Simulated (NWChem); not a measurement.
# BHO2 (oxoborinic acid): M06-2X/def2-TZVP

What is the vertical ionisation energy of BHO2 (oxoborinic acid) at M06-2X/def2-TZVP? 

Program for the calculation: NWChem 7.3.0.

2 further runs of the same task are left out: 1 that didn't finish, 1 set aside as unsound or not needed.

## (1) The molecule

BHO2 has 4 atoms, charge 0, and is taken as a singlet. As SMILES, `O=BO`. Geometry: relaxed at PBE0-D4/def2-TZVP.

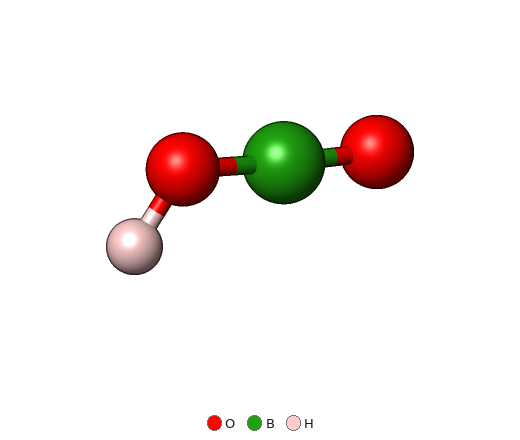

Viewed from a chosen angle; oxygen red, boron green, hydrogen pink.

## (2) The energy at M06-2X/def2-TZVP

bho2.nw reads:

```
start bho2
memory stack 880 mb heap 220 mb global 1100 mb

geometry noautosym nocenter noautoz
  O     -1.555100     0.523500     0.428500
  B     -0.423900     0.132000     0.248600
  O      0.816700    -0.302000     0.108600
  H      1.162300    -0.353500    -0.785700
end

basis spherical bse
  O library def2-TZVP
  B library def2-TZVP
  H library def2-TZVP
end

dft
  xc m06-2x
  mult 1
  grid lebedev 50 8
  convergence energy 1e-08
  iterations 100
  mulliken
  print low
end

task dft
```

Run with:

```bash
nwchem bho2.nw > bho2.out
```

Standard output, shortened:

```text
[...]
 d= 0,ls=0.0,diis     1   -175.8754516634 -2.30D+02  9.53D-03  1.01D+00     1.7
[...]
 d= 0,ls=0.0,diis    10   -175.9988214018 -2.26D-09  4.41D-07  6.63D-09    13.3
         Total DFT energy =     -175.998821401824
      One electron energy =     -347.759134899254
           Coulomb energy =      139.365615777662
    Exchange-Corr. energy =      -21.610882767382
 Nuclear repulsion energy =       54.005580487150
[...]
      Total Density - Mulliken Population Analysis
     ---------------------------------------------
    Atom       Charge   Shell Charges
 -----------   ------   -------------------------------------------------------
    1 O    8     8.26   0.79  1.18  0.61  0.84  0.35  1.86  1.78  0.83  0.00  0.01  0.00
    2 B    5     4.72   0.92  1.05  0.54  0.16  0.01  1.03  0.60  0.09  0.11  0.16  0.05
    3 O    8     8.39   0.79  1.18  0.58  0.86  0.31  1.92  1.92  0.81  0.00  0.01  0.00
    4 H    1     0.63   0.25  0.31  0.02  0.05
[...]
```

It took 14 s on 1 thread of Intel Xeon Platinum 8259CL at 2.50GHz (Skylake/Cascade Lake), shared host; peak memory 0.11 GiB.

## (3) The doublet cation at the same level

sp.nw reads:

```
start sp
memory stack 880 mb heap 220 mb global 1100 mb
charge 1

geometry units angstrom noautosym nocenter noautoz
   O    -1.555100    0.523500    0.428500
   B    -0.423900    0.132000    0.248600
   O     0.816700   -0.302000    0.108600
   H     1.162300   -0.353500   -0.785700
end

basis spherical bse
   * library def2-TZVP
end

dft
   xc m06-2x
   mult 2
   grid lebedev 50 8
   convergence energy 1e-08
   iterations 100
   mulliken
   noprint "final vectors analysis"
end

task dft energy
```

Run with:

```bash
nwchem sp.nw > sp.out
```

Standard output, shortened:

```text
[...]
          Wavefunction type:  spin polarized.
          No. of atoms     :     4
          No. of electrons :    21
[...]
          Charge           :     1
          Spin multiplicity:     2
[...]
          AO basis - number of functions:    99
[...]
              XC Information
              --------------
                       M06-2X Method XC Functional
                     Hartree-Fock (Exact) Exchange  0.540
                        M06-2X Exchange Functional  1.000
                      M06-2X Correlation Potential  1.000
[...]
 d= 0,ls=0.0,diis     1   -175.3406371604 -2.29D+02  5.47D-03  4.72D-01     2.0
[...]
 d= 0,ls=0.0,diis    14   -175.5414410534 -4.05D-09  2.80D-07  6.91D-10    40.3
[...]
         Total DFT energy =     -175.541441053445
      One electron energy =     -340.105521524258
           Coulomb energy =      131.817009979676
    Exchange-Corr. energy =      -21.258509996013
 Nuclear repulsion energy =       54.005580487150
[...]
      Total Density - Mulliken Population Analysis
     ---------------------------------------------
    Atom       Charge   Shell Charges
 -----------   ------   -------------------------------------------------------
    1 O    8     7.78   0.80  1.18  0.64  0.90  0.34  1.81  1.66  0.44  0.00  0.02  0.00
    2 B    5     4.51   0.92  1.05  0.56  0.19  0.00  0.98  0.52  0.00  0.11  0.13  0.05
    3 O    8     8.14   0.79  1.18  0.59  0.89  0.28  1.89  1.89  0.61  0.00  0.02  0.00
    4 H    1     0.57   0.23  0.28  0.01  0.05
[...]
      <S2> =      0.7620 (Exact =     0.7500)
[...]
```

Run time: 41 s. Hardware: 1 thread of Intel Xeon Platinum 8259CL at 2.50GHz (Skylake/Cascade Lake), shared host; peak memory 0.11 GiB.

## (4) Summary of results

Level: M06-2X/def2-TZVP.

| quantity | value |
| --- | --- |
| singlet BHO2: total energy | -175.99882 Eh |
| doublet cation: total energy | -175.54144 Eh |
| doublet cation: ⟨S²⟩ | 0.762 |
| vertical ionisation energy (to the doublet cation) | 12.446 eV |

What this shows: The vertical ionisation energy comes to 12.45 eV (287 kcal/mol).
